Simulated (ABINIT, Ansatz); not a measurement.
# BiSb (Pm-3m): from the cell to the phonon bands, part 2 of 3

Aim: the phonon dispersion of BiSb (Pm-3m), checked by a second program.

ABINIT 10.8.3; DFT LDA, scalar-relativistic, plane waves, HGH norm-conserving pseudopotentials.

So far. Step 2 (Relaxation): The volume changes by +0.3 % from the cell with which this run began. Step 4 (Linear response at Γ): The acoustic modes at Γ come out as far as 1.1 cm⁻¹ from zero, where they should vanish, a small numerical error. The lowest optical mode is imaginary, 29i cm⁻¹, an instability at this level and on this k mesh. The relaxed cell has a = 3.810 Å (conventional setting).

The structure was built from a prototype and need not be the compound's stable phase.

### Step 5. Linear response on the mesh

Linear response treats each wavevector of the 2×2×2 mesh in the unit cell; the first-order potentials are kept for the electron-phonon matrix elements.

Contents of dfpt_q.abi:

```
ndtset 3

# wavevectors
qpt1 0.5 0.0 0.0
qpt2 0.5 0.5 0.0
qpt3 0.5 0.5 0.5

# displacements
getwfk_filepath "gso_WFK"
getwfq_filepath "gso_WFK"
kptopt 3
nqpt 1
rfphon 1
rfatpol 1 2
rfdir 1 1 1
tolvrs 1.0d-10
prtwf 0
prtpot 1

# basis, mesh and filling
ecut 20.0
ixc 7
ngkpt 8 8 8
nshiftk 1
shiftk 0.0 0.0 0.0
istwfk *1
occopt 7
tsmear 0.01
nband 11
nstep 100
diemac 1000000.0
prtebands 0
prtgsr 0
useylm 1

# cell and atoms
acell 3*1.0 Angstrom
rprim 
    3.809622963 0.0 0.0
    0.0 3.809622963 0.0
    0.0 0.0 3.809622963
ntypat 2
znucl 51 83
natom 2
typat 1 2
xred 
    0.0 0.0 0.0
    0.5 0.5 0.5
pp_dirpath "./pseudo"
pseudos "Sb.hgh, Bi.hgh"
```

The run is started by

```
$ OMP_NUM_THREADS=1 mpirun -n 4 abinit dfpt_q.abi > dfpt_q.log
```

Numbers of over 12 decimals in the logs are rounded to 6 here.

dfpt_q.abo, the main output file:

```text
[banners, grids, parts of the stress and lines that vanish by symmetry left out]
- input  file    -> dfpt_q.abi
- output file    -> dfpt_q.abo
- root for input  files -> dfpt_qi
[...]
DATASET    1 : space group Pm -3 m (#221); Bravais cP (primitive cubic)
[...]
nfft =       27000          nkpt =         512
[...]
DATASET    2 : space group Pm -3 m (#221); Bravais cP (primitive cubic)
[...]
nfft =       27000          nkpt =         512
[...]
DATASET    3 : space group Pm -3 m (#221); Bravais cP (primitive cubic)
[...]
nfft =       27000          nkpt =         512
[...]
== DATASET  1 ==================================================================
[...]
cutoff_energies: {ecut:  20.0, pawecutdg:  -1.0, }
[...]
Exchange-correlation functional for the present dataset will be:
  LDA: Perdew-Wang 92 LSD fit to Ceperley-Alder data - ixc=7
[...]
Perturbation : displacement of atom   1   along direction   1
[...]
-ETOT  1   1726.7577761343      1.571E+03 7.781E+01 9.127E+06
 ETOT  2   73.898403485415     -1.653E+03 6.648E+00 3.435E+05
 ETOT  3   2.490353     -7.141E+01 2.102E-01 4.319E+03
 ETOT  4   1.691721     -7.986E-01 2.523E-01 1.355E+01
 ETOT  5   1.688982     -2.739E-03 7.374E-03 2.873E-03
[...]
At SCF step   10       vres2   =  7.48E-12 < tolvrs=  1.00E-10 =>converged.
[...]
Perturbation : displacement of atom   1   along direction   2
[...]
-ETOT  1   11.341545124263     -9.396E+01 2.510E+01 1.740E+04
[...]
At SCF step    9       vres2   =  1.14E-11 < tolvrs=  1.00E-10 =>converged.
[...]
Perturbation : displacement of atom   2   along direction   1
[...]
-ETOT  1   1933.0868178252      1.793E+03 5.235E+01 1.007E+07
[...]
At SCF step   10       vres2   =  1.05E-11 < tolvrs=  1.00E-10 =>converged.
[...]
Perturbation : displacement of atom   2   along direction   2
[...]
-ETOT  1   8.274582     -8.109E+01 3.538E+00 1.333E+04
[...]
At SCF step    9       vres2   =  1.35E-12 < tolvrs=  1.00E-10 =>converged.
[...]
Phonon wavevector (reduced coordinates) :  0.50000  0.00000  0.00000
 Phonon energies in Hartree :
[...]
Phonon frequencies in cm-1    :
-  2.892676E+01  2.892676E+01  4.171113E+01  4.171113E+01  6.620950E+01
-  8.410000E+01
[...]
== DATASET  2 ==================================================================
[...]
cutoff_energies: {ecut:  20.0, pawecutdg:  -1.0, }
[...]
Exchange-correlation functional for the present dataset will be:
  LDA: Perdew-Wang 92 LSD fit to Ceperley-Alder data - ixc=7
[...]
Perturbation : displacement of atom   1   along direction   1
[...]
-ETOT  1   181.30149210363      4.988E+01 2.718E+01 5.520E+05
[...]
Perturbation : displacement of atom   1   along direction   3
[...]
-ETOT  1   6.372231     -9.716E+01 2.953E+00 1.026E+04
[...]
Perturbation : displacement of atom   2   along direction   1
[...]
-ETOT  1   163.75770036657      4.828E+01 1.049E+01 5.031E+05
[...]
Perturbation : displacement of atom   2   along direction   3
[...]
-ETOT  1   4.109800     -8.348E+01 2.923E+00 7.639E+03
[...]
Phonon wavevector (reduced coordinates) :  0.50000  0.50000  0.00000
 Phonon energies in Hartree :
[...]
Phonon frequencies in cm-1    :
- -5.074571E+01 -4.116849E+01  2.388596E+01  2.388596E+01  5.423637E+01
-  5.423637E+01
[...]
== DATASET  3 ==================================================================
[...]
cutoff_energies: {ecut:  20.0, pawecutdg:  -1.0, }
[...]
Exchange-correlation functional for the present dataset will be:
  LDA: Perdew-Wang 92 LSD fit to Ceperley-Alder data - ixc=7
[...]
Perturbation : displacement of atom   1   along direction   1
[...]
-ETOT  1   65.461694698425     -5.666E+01 5.001E+00 1.441E+05
[...]
At SCF step    8       vres2   =  4.89E-11 < tolvrs=  1.00E-10 =>converged.
[...]
Perturbation : displacement of atom   2   along direction   1
[...]
-ETOT  1   53.745884894357     -5.243E+01 7.729E+00 1.201E+05
[...]
ETOT  7   1.618765     -1.922E-10 6.460E+00 1.087E-09
 ETOT  8   1.618765     -1.492E-12 8.188E-01 9.068E-11
 At SCF step    8       vres2   =  9.07E-11 < tolvrs=  1.00E-10 =>converged.
[...]
Phonon wavevector (reduced coordinates) :  0.50000  0.50000  0.50000
 Phonon energies in Hartree :
[...]
Phonon frequencies in cm-1    :
-  6.284382E+01  6.284382E+01  6.284382E+01  7.729976E+01  7.729976E+01
-  7.729976E+01
[...]
strten2     0.0000000000E+00  0.0000000000E+00  0.0000000000E+00
           strten3     0.0000000000E+00  0.0000000000E+00  0.0000000000E+00
================================================================================
```

The job ended after 3.6 min (4 MPI ranks of Arm Neoverse V2, shared host).

Numbers from this step:

```yaml
lowest_mode_on_the_q_mesh_acoustic_ones_at_the_zone_centre_apart: -50.75 cm⁻¹
```

Frequencies (cm⁻¹) before the sum rule at the irreducible wavevectors but Γ, which is solved apart; negative means imaginary. Frequencies by wavevector:

```
q (fractions)  star  mode 1  mode 2  mode 3  mode 4  mode 5  mode 6
      0.5 0 0     3   28.93   28.93   41.71   41.71   66.21    84.1
    0.5 0.5 0     3  -50.75  -41.17   23.89   23.89   54.24   54.24
  0.5 0.5 0.5     1   62.84   62.84   62.84    77.3    77.3    77.3
```

### Step 6. Dispersion

anaddb transforms the dynamical matrices to force constants and back along the path; points of the mesh come back as solved, but for the sum rule and, in polar crystals, the LO-TO term at Γ; the rest is interpolation.

Contents of anaddb.abi:

```
ddb_filepath "all_DDB"
output_file "anaddb.abo"
outdata_prefix "anaddb"
ifcflag 1
ngqpt 2 2 2
nqshft 1
q1shft 0.0 0.0 0.0
asr 1
chneut 0
dipdip 0
dipquad 0
quadquad 0
enunit 0
eivec 0
nph1l 62
qph1l 
    0.0 0.0 0.0 1.0
    0.0 0.05 0.0 1.0
    0.0 0.1 0.0 1.0
    0.0 0.15 0.0 1.0
    0.0 0.2 0.0 1.0
    0.0 0.25 0.0 1.0
    0.0 0.3 0.0 1.0
    0.0 0.35 0.0 1.0
    0.0 0.4 0.0 1.0
    0.0 0.45 0.0 1.0
    0.0 0.5 0.0 1.0
    0.05 0.5 0.0 1.0
    0.1 0.5 0.0 1.0
    0.15 0.5 0.0 1.0
    0.2 0.5 0.0 1.0
    0.25 0.5 0.0 1.0
    0.3 0.5 0.0 1.0
    0.35 0.5 0.0 1.0
    0.4 0.5 0.0 1.0
    0.45 0.5 0.0 1.0
    0.5 0.5 0.0 1.0
    0.45 0.45 0.0 1.0
    0.4 0.4 0.0 1.0
    0.35 0.35 0.0 1.0
    0.3 0.3 0.0 1.0
    0.25 0.25 0.0 1.0
    0.2 0.2 0.0 1.0
    0.15 0.15 0.0 1.0
    0.1 0.1 0.0 1.0
    0.05 0.05 0.0 1.0
    0.0 0.0 0.0 1.0
    0.05 0.05 0.05 1.0
    0.1 0.1 0.1 1.0
    0.15 0.15 0.15 1.0
    0.2 0.2 0.2 1.0
    0.25 0.25 0.25 1.0
    0.3 0.3 0.3 1.0
    0.35 0.35 0.35 1.0
    0.4 0.4 0.4 1.0
    0.45 0.45 0.45 1.0
    0.5 0.5 0.5 1.0
    0.45 0.5 0.45 1.0
    0.4 0.5 0.4 1.0
    0.35 0.5 0.35 1.0
    0.3 0.5 0.3 1.0
    0.25 0.5 0.25 1.0
    0.2 0.5 0.2 1.0
    0.15 0.5 0.15 1.0
    0.1 0.5 0.1 1.0
    0.05 0.5 0.05 1.0
    0.0 0.5 0.0 1.0
    0.5 0.5 0.5 1.0
    0.5 0.5 0.45 1.0
    0.5 0.5 0.4 1.0
    0.5 0.5 0.35 1.0
    0.5 0.5 0.3 1.0
    0.5 0.5 0.25 1.0
    0.5 0.5 0.2 1.0
    0.5 0.5 0.15 1.0
    0.5 0.5 0.1 1.0
    0.5 0.5 0.05 1.0
    0.5 0.5 0.0 1.0
```

Contents of mrgddb.in:

```
all_DDB
merged
4
dfpt_gammao_DDB
dfpt_qo_DS1_DDB
dfpt_qo_DS2_DDB
dfpt_qo_DS3_DDB
```

The run is started by

```
$ mrgddb < mrgddb.in > mrgddb.log
$ OMP_NUM_THREADS=1 anaddb anaddb.abi > anaddb.log
```

anaddb.abo, the main output file:

```text
[banners, grids, parts of the stress and lines that vanish by symmetry left out]
-outvars_anaddb: echo values of input variables ----------------------

 Flags :
[...]
Phonon wavevector (reduced coordinates) :  0.00000  0.00000  0.00000
 Phonon energies in Hartree :
[...]
Phonon frequencies in cm-1    :
- -2.939579E+01 -2.939579E+01 -2.939579E+01  0.000000E+00  0.000000E+00
-  0.000000E+00
[...]
Phonon wavevector (reduced coordinates) :  0.00000  0.05000  0.00000
 Phonon energies in Hartree :
[...]
Phonon frequencies in cm-1    :
- -2.852441E+01 -2.852441E+01 -2.646431E+01  5.799768E+00  5.799768E+00
-  1.173296E+01
[...]
Phonon wavevector (reduced coordinates) :  0.00000  0.10000  0.00000
 Phonon energies in Hartree :
[...]
Phonon frequencies in cm-1    :
- -2.586230E+01 -2.586230E+01 -1.552851E+01  1.153011E+01  1.153011E+01
-  2.351973E+01
[...]
Phonon wavevector (reduced coordinates) :  0.00000  0.15000  0.00000
 Phonon energies in Hartree :
[...]
Phonon frequencies in cm-1    :
- -2.119456E+01 -2.119456E+01  1.713104E+01  1.713104E+01  2.053863E+01
-  3.539276E+01
[...]
Phonon wavevector (reduced coordinates) :  0.00000  0.20000  0.00000
 Phonon energies in Hartree :
[...]
Phonon frequencies in cm-1    :
- -1.360223E+01 -1.360223E+01  2.254632E+01  2.254632E+01  3.436133E+01
-  4.701655E+01
[...]
Phonon wavevector (reduced coordinates) :  0.00000  0.25000  0.00000
 Phonon energies in Hartree :
[...]
Phonon frequencies in cm-1    :
-  9.386759E+00  9.386759E+00  2.768101E+01  2.768101E+01  4.433865E+01
-  5.769228E+01
  Phonon wavevector (reduced coordinates) :  0.00000  0.30000  0.00000
 Phonon energies in Hartree :
[...]
Phonon frequencies in cm-1    :
-  1.841989E+01  1.841989E+01  3.234333E+01  3.234333E+01  5.219627E+01
-  6.687993E+01
  Phonon wavevector (reduced coordinates) :  0.00000  0.35000  0.00000
 Phonon energies in Hartree :
[...]
Phonon frequencies in cm-1    :
-  2.343109E+01  2.343109E+01  3.626872E+01  3.626872E+01  5.829097E+01
-  7.427188E+01
  Phonon wavevector (reduced coordinates) :  0.00000  0.40000  0.00000
 Phonon energies in Hartree :
[...]
Phonon frequencies in cm-1    :
-  2.657681E+01  2.657681E+01  3.922101E+01  3.922101E+01  6.267479E+01
-  7.967722E+01
  Phonon wavevector (reduced coordinates) :  0.00000  0.45000  0.00000
 Phonon energies in Hartree :
[...]
Phonon frequencies in cm-1    :
-  2.835406E+01  2.835406E+01  4.104572E+01  4.104572E+01  6.532473E+01
-  8.296993E+01
  Phonon wavevector (reduced coordinates) :  0.00000  0.50000  0.00000
 Phonon energies in Hartree :
[...]
Phonon frequencies in cm-1    :
-  2.893224E+01  2.893224E+01  4.166218E+01  4.166218E+01  6.621189E+01
-  8.407574E+01
  Phonon wavevector (reduced coordinates) :  0.05000  0.50000  0.00000
 Phonon energies in Hartree :
[...]
Phonon frequencies in cm-1    :
-  2.784101E+01  2.905714E+01  4.037503E+01  4.165100E+01  6.573462E+01
-  8.338989E+01
  Phonon wavevector (reduced coordinates) :  0.10000  0.50000  0.00000
 Phonon energies in Hartree :
[...]
Phonon frequencies in cm-1    :
-  2.439934E+01  2.939572E+01  3.638264E+01  4.156997E+01  6.436089E+01
-  8.137430E+01
  Phonon wavevector (reduced coordinates) :  0.15000  0.50000  0.00000
 Phonon energies in Hartree :
[...]
Phonon frequencies in cm-1    :
-  1.775648E+01  2.909287E+01  2.984262E+01  4.126624E+01  6.227858E+01
-  7.815930E+01
[...]
Phonon wavevector (reduced coordinates) :  0.40000  0.50000  0.40000
 Phonon energies in Hartree :
[...]
Phonon frequencies in cm-1    :
-  5.578602E+01  5.663796E+01  5.797372E+01  6.975731E+01  7.075959E+01
-  7.362788E+01
  Phonon wavevector (reduced coordinates) :  0.35000  0.50000  0.35000
 Phonon energies in Hartree :
[...]
Phonon frequencies in cm-1    :
-  4.799427E+01  4.965797E+01  5.222390E+01  6.140768E+01  6.446485E+01
-  7.026888E+01
  Phonon wavevector (reduced coordinates) :  0.30000  0.50000  0.30000
 Phonon energies in Hartree :
[...]
Phonon frequencies in cm-1    :
-  3.894708E+01  4.135660E+01  4.469446E+01  5.170649E+01  5.911481E+01
-  6.766476E+01
  Phonon wavevector (reduced coordinates) :  0.25000  0.50000  0.25000
 Phonon energies in Hartree :
[...]
Phonon frequencies in cm-1    :
-  3.044937E+01  3.326513E+01  3.712595E+01  4.272585E+01  5.654745E+01
-  6.727947E+01
  Phonon wavevector (reduced coordinates) :  0.20000  0.50000  0.20000
 Phonon energies in Hartree :
[...]
Phonon frequencies in cm-1    :
-  2.476932E+01  2.735920E+01  3.271067E+01  3.694239E+01  5.698744E+01
-  6.970794E+01
  Phonon wavevector (reduced coordinates) :  0.15000  0.50000  0.15000
 Phonon energies in Hartree :
[...]
Phonon frequencies in cm-1    :
-  2.353427E+01  2.522658E+01  3.322591E+01  3.579633E+01  5.953881E+01
-  7.418152E+01
[...]
Phonon wavevector (reduced coordinates) :  0.50000  0.50000  0.05000
 Phonon energies in Hartree :
[...]
Phonon frequencies in cm-1    :
- -4.868229E+01 -3.945129E+01  2.560047E+01  2.560047E+01  5.486254E+01
-  5.486254E+01
  Phonon wavevector (reduced coordinates) :  0.50000  0.50000  0.00000
 Phonon energies in Hartree :
[...]
Phonon frequencies in cm-1    :
- -5.078591E+01 -4.116464E+01  2.386291E+01  2.386291E+01  5.421181E+01
-  5.421181E+01
-
```

The job ended after 0.52 s (1 thread).

This step gave:

| Item | Value |
| --- | --- |
| lowest frequency on the path | -50.79 cm⁻¹ |

Anaddb. The phonon branches at the labelled points (cm⁻¹):

| point | branch 1 | branch 2 | branch 3 | branch 4 | branch 5 | branch 6 |
| --- | --- | --- | --- | --- | --- | --- |
| Γ | -29 | -29 | -29 | 0 | 0 | 0 |
| X | 29 | 29 | 42 | 42 | 66 | 84 |
| M | -51 | -41 | 24 | 24 | 54 | 54 |
| Γ | -29 | -29 | -29 | 0 | 0 | 0 |
| R | 63 | 63 | 63 | 77 | 77 | 77 |
| X | 29 | 29 | 42 | 42 | 66 | 84 |
| jump to R | 63 | 63 | 63 | 77 | 77 | 77 |
| M | -51 | -41 | 24 | 24 | 54 | 54 |

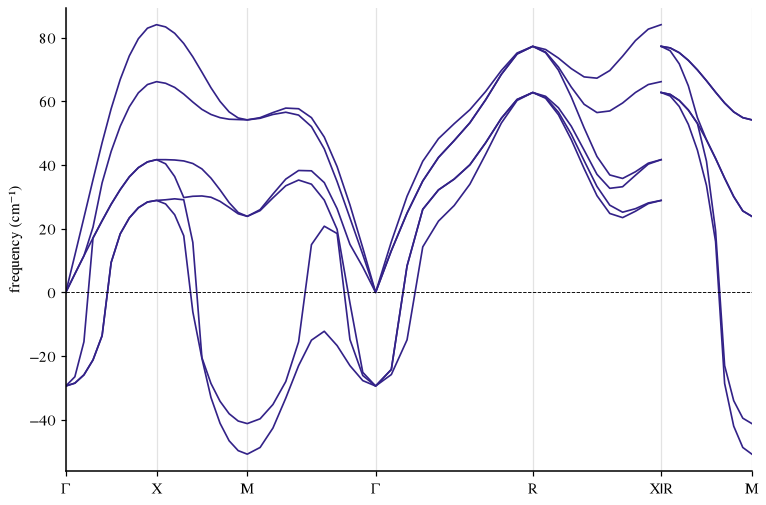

Phonon branches along the path.

The path dips to 51i cm⁻¹.

### Step 7. Sums over the zone

Sums over the zone need many more wavevectors than were solved, so the interpolation is sampled on a dense mesh.

Contents of anaddb.abi:

```
ddb_filepath "all_DDB"
output_file "anaddb.abo"
outdata_prefix "anaddb"
ifcflag 1
ngqpt 2 2 2
nqshft 1
q1shft 0.0 0.0 0.0
asr 1
chneut 0
dipdip 0
dipquad 0
quadquad 0
prtdos 2
ng2qpt 12 12 12
dosdeltae 4.5563e-06
ntemper 11
temperinc 100.0
tempermin 0.0
```

The run is started by

```
$ OMP_NUM_THREADS=1 anaddb anaddb.abi > anaddb.log
```

anaddb.abo, the main output file:

```text
-outvars_anaddb: echo values of input variables ----------------------

 Flags :
     ifcflag         1
 Miscellaneous information :
         asr         1
      chneut         0
 Interatomic Force Constants Inputs :
      dipdip         0
     dipquad         0
    quadquad         0
      ifcana         0
      ifcout         0
 Description of grid 1 :
        brav         1
       ngqpt         2         2         2
      nqshft         1
      q1shft
                     0.00000000E+00  0.00000000E+00  0.00000000E+00
 Phonon DOS information :
   dosdeltae  4.55630000E-06
    dossmear  4.55633525E-06
 Description of grid 2 (Fourier interp. or BZ sampling):
      ng2qpt        12        12        12
      ngrids         4
      q2shft         0.00000000E+00  0.00000000E+00  0.00000000E+00

================================================================================

 read the DDB information and perform some checks

  ==== Info on the Cryst% object ====
 Real(R)+Recip(G) space primitive vectors, cartesian coordinates (Bohr,Bohr^-1):
 R(1)=  7.1991440  0.0000000  0.0000000  G(1)=  0.1389054  0.0000000  0.0000000
 R(2)=  0.0000000  7.1991440  0.0000000  G(2)=  0.0000000  0.1389054  0.0000000
 R(3)=  0.0000000  0.0000000  7.1991440  G(3)=  0.0000000  0.0000000  0.1389054
 Unit cell volume ucvol=  3.7311490E+02 bohr^3
 Angles (23,13,12)=  9.00000000E+01  9.00000000E+01  9.00000000E+01 degrees
 Time-reversal symmetry is present
 Reduced atomic positions [iatom, xred, symbol]:
    1)    0.0000000  0.0000000  0.0000000  Sb
    2)    0.5000000  0.5000000  0.5000000  Bi

 DDB file with 4 blocks has been read.

================================================================================

 Calculation of the interatomic forces

       Homogeneous q point set in the B.Z.
 Grid q points  :        8
  1)   0.00000000E+00  0.00000000E+00  0.00000000E+00
  2)   5.00000000E-01  0.00000000E+00  0.00000000E+00
  3)   0.00000000E+00  5.00000000E-01  0.00000000E+00
  4)   5.00000000E-01  5.00000000E-01  0.00000000E+00
  5)   0.00000000E+00  0.00000000E+00  5.00000000E-01
  6)   5.00000000E-01  0.00000000E+00  5.00000000E-01
  7)   0.00000000E+00  5.00000000E-01  5.00000000E-01
  8)   5.00000000E-01  5.00000000E-01  5.00000000E-01

 The interatomic forces have been obtained

================================================================================

 Calculation of phonon density of states

 Average speed of sound partial sums:     0.7880289247E-03 (at units)
-                                   =           1.7240 [km/s]

 Debye frequency from partial sums:     0.4266564211E-03 (Ha)
-                                 =     0.2807264394E+01 (THz)
-Debye temperature from partial sums:     0.1347274420E+03 (K)

 Average speed of sound:     0.2036320154E-04 (at units)
-                      =           0.0445 [km/s]

 Debye frequency from DOS:     0.1102509111E-04 (Ha)
-                        =     0.7254161470E-01 (THz)
-Debye temperature from DOS:     0.3481448419E+01 (K)

-
```

The job ended after 0.55 s (1 thread).

This step gave:

```
share of modes beyond 3i cm⁻¹ on the dense interpolated mesh : 0.0927
```

The phonon density of states has structure finer than the step of the table below, so its rows give means over 10 cm⁻¹, whole bins alone (the curve runs from -80.8 to 114 cm⁻¹). Peaks (cm⁻¹: height): 31.2: 0.142, 39.2: 0.227, 56.2: 0.210.

Tetrahedra. Table of phonon density of states by wavenumber; means over each step:

| wavenumber (cm⁻¹) | phonon density of states (1/cm⁻¹/cell) |
| --- | --- |
| -60 | 0 |
| -50 | 7.6e-4 |
| -40 | 0.00590 |
| -30 | 0.0121 |
| -20 | 0.0166 |
| -10 | 0.0172 |
| 0 | 0.0193 |
| 10 | 0.0259 |
| 20 | 0.0539 |
| 30 | 0.115 |
| 40 | 0.115 |
| 50 | 0.0585 |
| 60 | 0.114 |
| 70 | 0.0403 |
| 80 | 0.00641 |
| 90 | 0 |

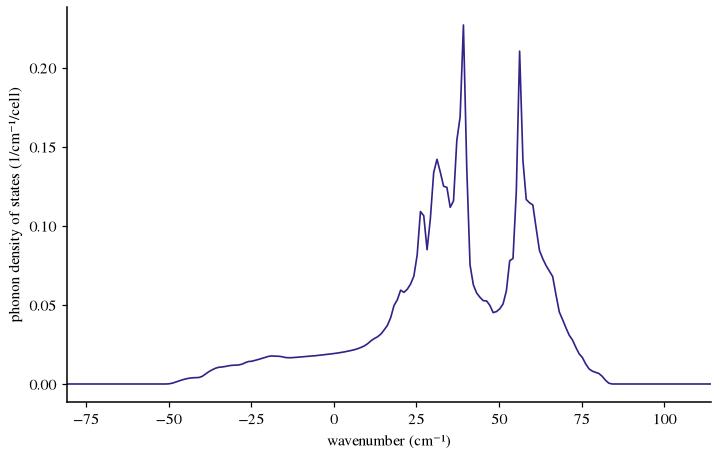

Phonon density of states, plotted against wavenumber.

(Continued in part 3 of 3.)

[Host names and launcher messages were left out of these logs when they were recorded.]

[Logs are printed without paths, hosts, clocks, repeated set-up lines and the standing remarks that a program may print on its own settings, such as how far it seeks lower states.]

[Hosts, paths, dates, database ids (printed as entryN), source tags and the programs' standing remarks are cut or masked in the printed files.]
